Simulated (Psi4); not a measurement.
**AlHSCl (SMILES [SH][Al][Cl]) at U-wB97X-D3/cc-pwCVTZ (density fitting)**

Aim: the vertical electron affinity of AlHSCl at U-wB97X-D3/cc-pwCVTZ (density fitting), from 2 runs. 

The calculation is run with Psi4 1.11.

5 further runs of the same task are left out: 1 that didn't finish, 4 set aside as unsound or not needed.

### Step 1. Starting point

AlHSCl has 4 atoms, charge 0, and is taken as a doublet. SMILES: `[SH][Al][Cl]`. Geometry: relaxed at PBE0-D4/def2-TZVP.

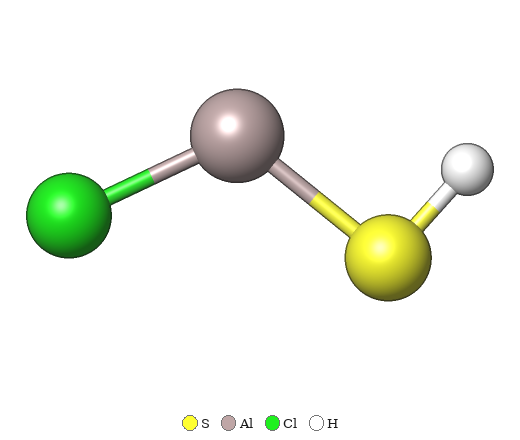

The structure, seen from a chosen angle (sulfur yellow, aluminium light grey, chlorine green, hydrogen white).

### Step 2. The energy at U-wB97X-D3/cc-pwCVTZ (density fitting)

job.json reads:

```json
{
 "schema_name": "qcschema_input",
 "schema_version": 1,
 "molecule": {
  "schema_name": "qcschema_molecule",
  "schema_version": 2,
  "symbols": ["S", "Al", "Cl", "H"],
  "geometry": [0.83110155, 1.86119126, -1.40727905, -0.74474107, -0.99380697, 1.15103218, 0.42745605, -4.73829928, 0.47432126, -0.40893673, 3.75696451, -0.25624686],
  "molecular_charge": 0,
  "molecular_multiplicity": 2
 },
 "driver": "energy",
 "model": {
  "method": "wb97x-d3",
  "basis": "cc-pwCVTZ"
 },
 "keywords": {
  "reference": "uks",
  "scf_type": "df"
 }
}
```

Command:

```
psi4 --qcschema job.json -n 1 --memory 1600MB
```

stdout:

```text
[...]
  Running in c1 symmetry.
[...]
  Nuclear repulsion =  156.154884438419941
[...]
  Multiplicity = 2
[...]
  Nalpha       = 24
  Nbeta        = 23
[...]
    Number of basis functions: 191
[...]
   @DF-UKS iter   1: -1101.46035136717023   -4.26606e-01   2.92757e-03 ADIIS/DIIS
[...]
   @DF-UKS iter   8: -1101.54473391299348   -3.38687e-07   6.77083e-07 DIIS
[...]
   @S^2 Observed:                7.524157303E-01
[...]
    Orbital Energies [Eh]
    ---------------------
    Alpha Occupied:
       1A   -101.604685     2A    -88.952306     3A    -56.176934
       4A     -9.560285     5A     -8.053807     6A     -7.308851
       7A     -7.305257     8A     -7.304966     9A     -6.005983
      10A     -6.003873    11A     -5.999867    12A     -4.298427
      13A     -2.842918    14A     -2.840631    15A     -2.838423
      16A     -0.928322    17A     -0.846700    18A     -0.540034
      19A     -0.500651    20A     -0.444490    21A     -0.434692
      22A     -0.429570    23A     -0.374092    24A     -0.303175
    Alpha Virtual:
      25A      0.010204    26A      0.081026    27A      0.083071
[...]
  @DF-UKS Final Energy: -1101.54473391299348
   => Energetics <=
    Nuclear Repulsion Energy =            156.1548844384199413
    One-Electron Energy =               -1835.0722370535199843
    Two-Electron Energy =                 631.3511699683176630
    DFT Exchange-Correlation Energy =     -53.9781543516393398
    Empirical Dispersion Energy =          -0.0003969145716258
    VV10 Nonlocal Energy =                  0.0000000000000000
    Total Energy =                      -1101.5447339129934790
[...]
 Multipole Moments:
 ------------------------------------------------------------------------------------
     Multipole            Electronic (a.u.)      Nuclear  (a.u.)        Total (a.u.)
 ------------------------------------------------------------------------------------
 L = 1.  Multiply by 2.5417464519 to convert [e a0] to [Debye]
 Dipole X            :         -0.5196160            0.0701244           -0.4494916
 Dipole Y            :         -3.4771468            4.0397278            0.5625810
 Dipole Z            :          1.3720321           -0.9297210            0.4423110
 Magnitude           :                                                    0.8450912
[...]
```

The result, in JSON:

```text
{
 "driver": "energy",
 "model": {
  "method": "wb97x-d3",
  "basis": "cc-pwCVTZ"
 },
 "success": true,
 "return_result": -1101.5447339129935,
 "properties": {
  "calcinfo_nbasis": 191,
  "calcinfo_nmo": 191,
  "calcinfo_nalpha": 24,
  "calcinfo_nbeta": 23,
  "calcinfo_natom": 4,
  "nuclear_repulsion_energy": 156.15488443841994,
  "return_energy": -1101.5447339129935,
  "scf_one_electron_energy": -1835.07223705352,
  "scf_two_electron_energy": 631.3511699683177,
  "scf_xc_energy": -53.97815435163934,
  "scf_dispersion_correction_energy": -0.00039691457162579265,
  "scf_dipole_moment": [-0.4494915792846679, 0.5625810106954101, 0.4423110309521472],
  "scf_total_energy": -1101.5447339129935,
  "scf_iterations": 8
 }
}
```

Run time: 24 s. Hardware: 1 thread of AMD EPYC 7R43 (Zen 3), shared host; peak memory 0.91 GiB.

### Step 3. The singlet anion

alclhs.dat reads:

```
memory 1600 MB

molecule m {
  -1 1
  S      0.439800     0.984900    -0.744700
  Al    -0.394100    -0.525900     0.609100
  Cl     0.226200    -2.507400     0.251000
  H     -0.216400     1.988100    -0.135600
}

set globals {
  basis cc-pwCVTZ
  reference uks
  scf_type df
}

energy("wb97x-d3")
```

Command:

```
psi4 -i alclhs.dat -o alclhs.out -n 1
```

alclhs.out:

```text
[...]
  Running in c1 symmetry.
[...]
  Nuclear repulsion =  156.154884339548801
[...]
  Multiplicity = 1
[...]
  Nalpha       = 24
  Nbeta        = 24
[...]
    Number of basis functions: 191
[...]
   @DF-UKS iter   1: -1101.48155772824362   -4.47812e-01   3.22400e-03 DIIS/ADIIS
[...]
   @DF-UKS iter   8: -1101.60003584385686   -1.37877e-07   4.72954e-07 DIIS
[...]
   @S^2 Observed:                2.522426712E-13
[...]
    Orbital Energies [Eh]
    ---------------------
    Alpha Occupied:
       1A   -101.408428     2A    -88.749900     3A    -55.921074
       4A     -9.365820     5A     -7.853239     6A     -7.112882
       7A     -7.111318     8A     -7.110529     9A     -5.806080
      10A     -5.800733    11A     -5.800118    12A     -4.044167
      13A     -2.588085    14A     -2.586321    15A     -2.584059
      16A     -0.737119    17A     -0.650800    18A     -0.343620
      19A     -0.306128    20A     -0.249538    21A     -0.248683
      22A     -0.236941    23A     -0.185888    24A     -0.055234
    Alpha Virtual:
      25A      0.207622    26A      0.246347    27A      0.261440
[...]
  @DF-UKS Final Energy: -1101.60003584385686
   => Energetics <=
    Nuclear Repulsion Energy =            156.1548843395488007
    One-Electron Energy =               -1844.8267924012311596
    Two-Electron Energy =                 641.1530206073473437
    DFT Exchange-Correlation Energy =     -54.0807514749495510
    Empirical Dispersion Energy =          -0.0003969145724222
    VV10 Nonlocal Energy =                  0.0000000000000000
    Total Energy =                      -1101.6000358438568583
[...]
 Multipole Moments:
 ------------------------------------------------------------------------------------
     Multipole            Electronic (a.u.)      Nuclear  (a.u.)        Total (a.u.)
 ------------------------------------------------------------------------------------
 L = 1.  Multiply by 2.5417464519 to convert [e a0] to [Debye]
 Dipole X            :          0.5825881            0.0701244            0.6527125
 Dipole Y            :         -4.2422151            4.0397278           -0.2024873
 Dipole Z            :          0.1596079           -0.9297211           -0.7701131
 Magnitude           :                                                    1.0296159
[...]
```

Wall time 22 s (1 thread of AMD EPYC 7R43 (Zen 3), shared host); peak memory 0.91 GiB.

### Step 4. Results

At U-wB97X-D3/cc-pwCVTZ (density fitting):

| quantity | value |
| --- | --- |
| doublet AlHSCl: total energy | -1101.54473 Eh |
| doublet AlHSCl: dipole moment | 2.15 D |
| doublet AlHSCl: HOMO energy (highest over α and β) | -8.25 eV |
| doublet AlHSCl: LUMO energy (lowest over α and β) | -1.86 eV |
| doublet AlHSCl: dispersion energy | -1.04 kJ/mol |
| doublet AlHSCl: ⟨S²⟩ | 0.752 |
| singlet anion: total energy | -1101.60004 Eh |
| singlet anion: HOMO energy | -1.50 eV |
| singlet anion: LUMO energy | 5.65 eV |
| singlet anion: HOMO–LUMO gap (to an unbound level, set by the basis) | 7.15 eV |
| singlet anion: dispersion energy | -1.04 kJ/mol |
| vertical electron affinity (to the singlet anion) | 1.505 eV |

In words: At fixed nuclei the extra electron is bound by 1.50 eV (145 kJ/mol).
